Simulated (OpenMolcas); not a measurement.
# A workflow on CH5FOSn (SMILES FC[O][SnH3])

We compute a single-point energy (HF/ANO-R0), then the energy (CASSCF(2,2)/ANO-R1), then an energy scan (CASPT2(2,2)/ANO-R1), then the energy along one coordinate (SC-NEVPT2(2,2)/ANO-R1), then an energy scan (MC-PDFT[tPBE](2,2)/ANO-R1) of CH5FOSn. 

The results are computed with OpenMolcas 26.06.

## Step 1: The system as given

CH5FOSn has 9 atoms, charge 0, and is taken as a singlet. SMILES: `FC[O][SnH3]`. Geometry: relaxed at PBE0-D4/def2-TZVP. This is one conformer, not always the lowest.

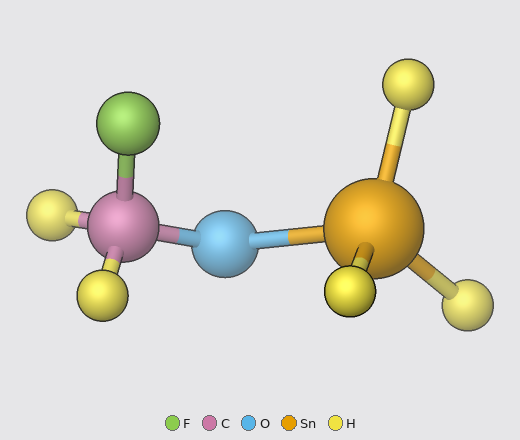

The structure, seen from a chosen angle (fluorine green, carbon pink, oxygen blue, tin amber, hydrogen yellow).

## Step 2: The energy at HF/ANO-R0 (sfX2C) (run 1)

The input, coord.xyz:

```xyz
9

F     -0.596800     1.754200     0.031500
C     -1.291500     0.566100     0.277800
O     -0.736000    -0.463400    -0.405000
Sn     1.239300    -0.701500    -0.319700
H     -1.258800     0.434000     1.369300
H     -2.319100     0.724600    -0.066100
H      1.690100    -0.390300     1.294800
H      1.407800    -2.333100    -0.765300
H      1.953500     0.363100    -1.434400
```

The input, step1.inp:

```
* CH5FOSn Hartree-Fock

&GATEWAY
  Coord=coord.xyz
  Basis=ANO-R0
  Group=NoSym

&SEWARD

&SCF
  PrOrbitals=0

&LOCALISATION
  Occupied
  Freeze
  Pipek-Mezey

&LOCALISATION
  FileOrb=$Project.LocOrb
  Virtual
  Pipek-Mezey
```

On the command line:

```bash
$ export MOLCAS_MEM=1860
$ pymolcas step1.inp > step1.log
```

The log of the run:

```text
--- Start Module: gateway ---
[...]
--- Stop Module: gateway /rc=_RC_ALL_IS_WELL_ ---
[...]
      Basis functions           47
[...]
       Convergence after  13 Iterations
[...]
::    Total SCF energy                              -6388.3149438460
[...]
      Total spin, S                                     0.0000000000
[...]
      Total electronic charge=   78.000000
      Total            charge=   -0.000000
[...]
      Dipole Moment (debye):
      Origin of the operator (angstrom)=    0.6483   -0.3060   -0.2354
                   X= -1.4719E+00               Y=  3.5816E-02               Z=  1.3510E-01           Total=  1.4785E+00
      Quadrupole Moment (debye*angstrom):
[...]
--- Start Module: localisation ---
[...]
--- Stop Module: localisation /rc=_RC_ALL_IS_WELL_ ---
--- Start Module: localisation ---
[...]
--- Stop Module: localisation /rc=_RC_ALL_IS_WELL_ ---
[...]
```

It took 11 s on 1 thread of Intel Xeon Platinum 8259CL at 2.50GHz (Skylake/Cascade Lake), shared host; peak memory 0.42 GiB.

## Step 3: A single-point energy at CASSCF(2,2)/ANO-R1 (sfX2C, RICD fitting) (run 2)

coord.xyz is that of step 2.

The input, step2.input:

```
* CH5FOSn CASSCF
&GATEWAY
Coord
coord.xyz
Basis
ANO-R0
Group
NoSym
&SEWARD
&RASSCF
FileOrb
$CurrDir/step1.LocOrb
Alter
2
1 33 39
1 40 46
Spin
1
Nactel
2 0 0
Inactive
38
Ras2
2
OrbListing
Nothing
>>> COPY $Project.RunFile RUNFIL1
>>> COPY $Project.RasOrb INPORB
&GATEWAY
Coord
coord.xyz
Basis
ANO-R1
Group
NoSym
RICD
&SEWARD
>>> COPY $Project.RunFile RUNFIL2
&EXPBAS
&RASSCF
FileOrb
$Project.ExpOrb
Spin
1
Nactel
2 0 0
Inactive
38
Ras2
2
OrbListing
Nothing
```

On the command line:

```bash
$ export MOLCAS_MEM=1860
$ pymolcas step2.input > step2.log
```

The log of the run:

```text
--- Start Module: gateway ---
[...]
--- Stop Module: gateway /rc=_RC_ALL_IS_WELL_ ---
[...]
      Basis functions           47
[...]
      Number of active orbitals                  2
[...]
      Spin quantum number                      0.0
[...]
      Active orbitals                            2
[...]
      Number of CSFs                             3
[...]
      Number of root(s) required                 1
[...]
      Convergence after 11 iterations
[...]
      printout of CI-coefficients larger than  0.05 for root  1
      energy=   -6388.342461
      conf/sym  11     Coeff  Weight
             1  20   0.99066 0.98141
             3  02  -0.13635 0.01859
      Natural orbitals and occupation numbers for root  1
      sym 1:   1.962819   0.037181
      ************************************************************************************************************************
      *                                                    Final results                                                     *
[...]
::    RASSCF root number  1 Total energy:  -6388.34246065
[...]
      Basis functions          110
[...]
--- Start Module: expbas ---
[...]
--- Stop Module: expbas /rc=_RC_ALL_IS_WELL_ ---
--- Start Module: rasscf ---
[...]
      Convergence after 17 iterations
[...]
      Natural orbitals and occupation numbers for root  1
      sym 1:   1.977140   0.022860
      ************************************************************************************************************************
      *                                                    Final results                                                     *
[...]
::    RASSCF root number  1 Total energy:  -6389.13267745
[...]
      Total electronic charge=   78.000000
      Total            charge=   -0.000000
[...]
      Dipole Moment (debye):
      Origin of the operator (angstrom)=    0.6483   -0.3060   -0.2354
                   X=  1.1825E+00               Y= -9.9913E-01               Z=  8.2786E-01           Total=  1.7555E+00
      Quadrupole Moment (debye*angstrom):
[...]
--- Stop Module: rasscf /rc=_RC_ALL_IS_WELL_ ---
[...]
```

Run time: 41 s. Hardware: 1 thread of Intel Xeon Platinum 8259CL at 2.50GHz (Skylake/Cascade Lake), shared host; peak memory 0.42 GiB.

## Step 4: The energy along one coordinate at CASPT2(2,2)/ANO-R1 (sfX2C, RICD fitting, ipea shift 0.25 Eh, pt2 variant SS) (run 3)

The input, step3.input:

```
>>> COPY $CurrDir/step2.RasOrb $Project.RasOrb
>>> ForEach K in (1, 2, 3, 4, 5, 6, 7, 8, 9)

&gateway
  coord
  $CurrDir/point$K.xyz
  basis
  ANO-R1
  group
  NoSym
  ricd

&seward

&rasscf
  fileorb
  $Project.RasOrb
  spin
  1
  nactel
  2 0 0
  inactive
  38
  ras2
  2
  orblisting
  Nothing

&caspt2
  imaginary
  0.2
  frozen
  21
>>> EndDo
```

On the command line:

```bash
$ export MOLCAS_MEM=1860
$ pymolcas step3.input > step3.log
```

The log of the run:

```text
[...]
      Basis functions          110
[...]
      Number of active orbitals                  2
[...]
      Spin quantum number                      0.0
[...]
      Active orbitals                            2
[...]
      Number of CSFs                             3
[...]
      Number of root(s) required                 1
[...]
      Convergence after 11 iterations
[...]
      Natural orbitals and occupation numbers for root  1
      sym 1:   1.986124   0.013876
      ************************************************************************************************************************
      *                                                    Final results                                                     *
[...]
::    RASSCF root number  1 Total energy:  -6389.11695090
[...]
::    CASPT2 Root  1     Total energy:  -6390.05963074
[...]
      Convergence after 11 iterations
[...]
      Natural orbitals and occupation numbers for root  1
      sym 1:   1.977152   0.022848
      ************************************************************************************************************************
      *                                                    Final results                                                     *
[...]
      Convergence after 17 iterations
[...]
      Natural orbitals and occupation numbers for root  1
      sym 1:   1.715165   0.284835
      ************************************************************************************************************************
      *                                                    Final results                                                     *
[...]
      Convergence after 20 iterations
[...]
      Natural orbitals and occupation numbers for root  1
      sym 1:   1.417746   0.582254
      ************************************************************************************************************************
      *                                                    Final results                                                     *
[...]
      Convergence after 19 iterations
[...]
      Natural orbitals and occupation numbers for root  1
      sym 1:   1.167209   0.832791
      ************************************************************************************************************************
      *                                                    Final results                                                     *
[...]
::    RASSCF root number  1 Total energy:  -6388.97581610
[...]
::    CASPT2 Root  1     Total energy:  -6389.87996302
[...]
      Convergence after 21 iterations
[...]
::    RASSCF root number  1 Total energy:  -6388.97405242
[...]
::    CASPT2 Root  1     Total energy:  -6389.87605183
[...]
```

It took 5.1 min on 1 thread of Intel Xeon Platinum 8259CL at 2.50GHz (Skylake/Cascade Lake), shared host; peak memory 0.27 GiB.

The scan, from its lowest point:

| C2–F1 (Å) | energy (kJ/mol) |
| --- | --- |
| 1.258 | 33.9 |
| 1.398 | 0.0 |
| 1.538 | 33.0 |
| 1.748 | 125.1 |
| 2.027 | 252.3 |
| 2.377 | 378.7 |
| 2.796 | 467.6 |
| 3.356 | 505.6 |
| 4.194 | 515.9 |

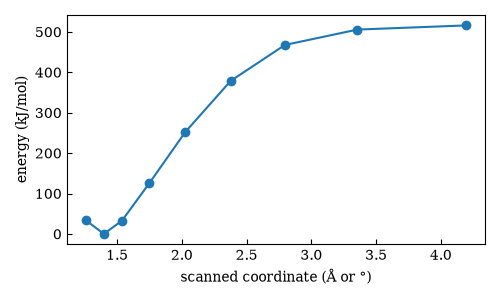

Energy along the scan.

## Step 5: An energy scan at SC-NEVPT2(2,2)/ANO-R1 (sfX2C, RICD fitting, pt2 variant SC-NEVPT2) (run 4)

The input, step4.inp:

```
>>> COPY $CurrDir/step2.RasOrb $Project.RasOrb
>>> ForEach K in (1, 2, 3, 4, 5, 6, 7, 8, 9)
&GATEWAY
Coord = $CurrDir/point$K.xyz
Basis = ANO-R1
Group = NoSym
RICD
&SEWARD
&RASSCF
FileOrb = $Project.RasOrb
Spin = 1
Nactel = 2 0 0
Inactive = 38
Ras2 = 2
OrbListing = Nothing
&CASPT2
SC-NEVPT2
Frozen = 21
>>> EndDo
```

On the command line:

```bash
$ export MOLCAS_MEM=1860
$ pymolcas step4.inp > step4.log
```

The log of the run:

```text
[...]
      Basis functions          110
[...]
      Number of active orbitals                  2
[...]
      Spin quantum number                      0.0
[...]
      Active orbitals                            2
[...]
      Number of CSFs                             3
[...]
      Number of root(s) required                 1
[...]
      Convergence after 11 iterations
[...]
      printout of CI-coefficients larger than  0.05 for root  1
      energy=   -6389.116951
      conf/sym  11     Coeff  Weight
             1  20   0.99653 0.99306
             3  02  -0.08329 0.00694
      Natural orbitals and occupation numbers for root  1
      sym 1:   1.986124   0.013876
      ************************************************************************************************************************
      *                                                    Final results                                                     *
[...]
::    RASSCF root number  1 Total energy:  -6389.11695090
[...]
      E2 (Variational):          -0.9402723238
[...]
::    SC-NEVPT2 Root  1     Total energy:  -6390.05712215
[...]
      Convergence after 11 iterations
[...]
      Natural orbitals and occupation numbers for root  1
      sym 1:   1.977152   0.022848
      ************************************************************************************************************************
      *                                                    Final results                                                     *
[...]
      Convergence after 17 iterations
[...]
      Natural orbitals and occupation numbers for root  1
      sym 1:   1.715165   0.284835
      ************************************************************************************************************************
      *                                                    Final results                                                     *
[...]
      Convergence after 20 iterations
[...]
      Natural orbitals and occupation numbers for root  1
      sym 1:   1.417746   0.582254
      ************************************************************************************************************************
      *                                                    Final results                                                     *
[...]
      Convergence after 19 iterations
[...]
::    RASSCF root number  1 Total energy:  -6388.97581610
[...]
::    SC-NEVPT2 Root  1     Total energy:  -6389.87399743
[...]
      Convergence after 21 iterations
[...]
::    RASSCF root number  1 Total energy:  -6388.97405242
[...]
      E2 (Variational):          -0.8964681463
[...]
      Reference weight:           0.81489
[...]
::    SC-NEVPT2 Root  1     Total energy:  -6389.87052057
[...]
```

Wall time 5 min (1 thread of Intel Xeon Platinum 8259CL at 2.50GHz (Skylake/Cascade Lake), shared host); peak memory 0.27 GiB.

The scan, from its lowest point:

| C2–F1 (Å) | energy (kJ/mol) |
| --- | --- |
| 1.258 | 38.5 |
| 1.398 | 0.0 |
| 1.538 | 30.4 |
| 1.748 | 122.3 |
| 2.027 | 253.6 |
| 2.377 | 389.5 |
| 2.796 | 483.3 |
| 3.356 | 519.3 |
| 4.194 | 528.4 |

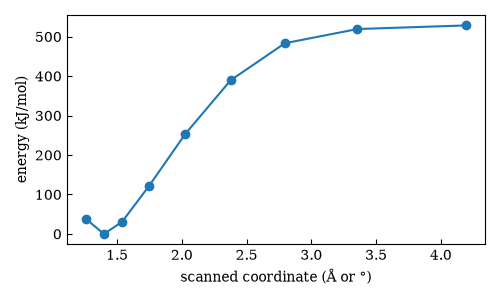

Energy along the scan.

## Step 6: The energy along one coordinate at MC-PDFT[tPBE](2,2)/ANO-R1 (sfX2C, RICD fitting) (run 5)

The input, step5.inp:

```
* CH5FOSn MC-PDFT
>>> COPY $CurrDir/step2.RasOrb $Project.RasOrb
>>> ForEach K in (1, 2, 3, 4, 5, 6, 7, 8, 9)
&gateway
coord=$CurrDir/point$K.xyz
basis=ANO-R1
group=NoSym
ricd
&seward
&rasscf
fileorb=$Project.RasOrb
spin=1
nactel=2 0 0
inactive=38
ras2=2
orblisting=Nothing
&mcpdft
ksdft=T:PBE
>>> EndDo
```

On the command line:

```bash
$ export MOLCAS_MEM=1860
$ pymolcas step5.inp > step5.log
```

The log of the run:

```text
--- Start Module: gateway ---
[...]
      Basis functions          110
[...]
      Number of active orbitals                  2
[...]
      Spin quantum number                      0.0
[...]
      Active orbitals                            2
[...]
      Number of CSFs                             3
[...]
      Number of root(s) required                 1
[...]
      Convergence after 11 iterations
[...]
      printout of CI-coefficients larger than  0.05 for root  1
      energy=   -6389.116951
      conf/sym  11     Coeff  Weight
             1  20   0.99653 0.99306
             3  02  -0.08329 0.00694
      Natural orbitals and occupation numbers for root  1
      sym 1:   1.986124   0.013876
      ************************************************************************************************************************
      *                                                    Final results                                                     *
[...]
::    RASSCF root number  1 Total energy:  -6389.11695090
[...]
::    MCPDFT root number  1 Total energy:  -6392.23433488
[...]
      Convergence after 11 iterations
[...]
      Natural orbitals and occupation numbers for root  1
      sym 1:   1.977152   0.022848
      ************************************************************************************************************************
      *                                                    Final results                                                     *
[...]
      Convergence after 17 iterations
[...]
      Natural orbitals and occupation numbers for root  1
      sym 1:   1.715165   0.284835
      ************************************************************************************************************************
      *                                                    Final results                                                     *
[...]
      Convergence after 20 iterations
[...]
      Natural orbitals and occupation numbers for root  1
      sym 1:   1.417746   0.582254
      ************************************************************************************************************************
      *                                                    Final results                                                     *
[...]
      Convergence after 19 iterations
[...]
::    RASSCF root number  1 Total energy:  -6388.97581610
[...]
::    MCPDFT root number  1 Total energy:  -6392.04811298
[...]
      Convergence after 21 iterations
[...]
::    RASSCF root number  1 Total energy:  -6388.97405242
[...]
      Total electronic charge=   78.000000
      Total            charge=   -0.000000
[...]
::    MCPDFT root number  1 Total energy:  -6392.04357164
[...]
```

It took 5.3 min on 1 thread of Intel Xeon Platinum 8259CL at 2.50GHz (Skylake/Cascade Lake), shared host; peak memory 0.27 GiB.

The scan, from its lowest point:

| C2–F1 (Å) | energy (kJ/mol) |
| --- | --- |
| 1.258 | 39.9 |
| 1.398 | 0.0 |
| 1.538 | 23.5 |
| 1.748 | 99.8 |
| 2.027 | 212.4 |
| 2.377 | 348.6 |
| 2.796 | 474.4 |
| 3.356 | 528.8 |
| 4.194 | 540.7 |

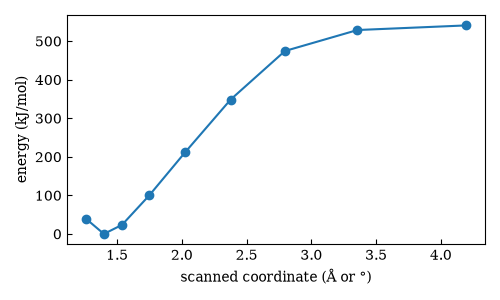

Energy along the scan.

## Step 7: Results

| quantity | value |
| --- | --- |
| run 1, HF/ANO-R0: total energy | -6388.31494 Eh |
| run 1, HF/ANO-R0: dipole moment | 1.48 D |
| run 1, HF/ANO-R0: HOMO energy | -11.40 eV |
| run 1, HF/ANO-R0: LUMO energy | 1.33 eV |
| run 1, HF/ANO-R0: HOMO–LUMO gap | 12.73 eV |
| run 2, CASSCF(2,2)/ANO-R1: total energy | -6389.13268 Eh |
| run 2, CASSCF(2,2)/ANO-R1: dipole moment (CASSCF density) | 1.76 D |
| run 3, CASPT2(2,2)/ANO-R1: lowest energy of the scan | -6390.07255 Eh |
| run 4, SC-NEVPT2(2,2)/ANO-R1: lowest energy of the scan | -6390.07178 Eh |
| run 5, MC-PDFT[tPBE](2,2)/ANO-R1: lowest energy of the scan | -6392.24952 Eh |
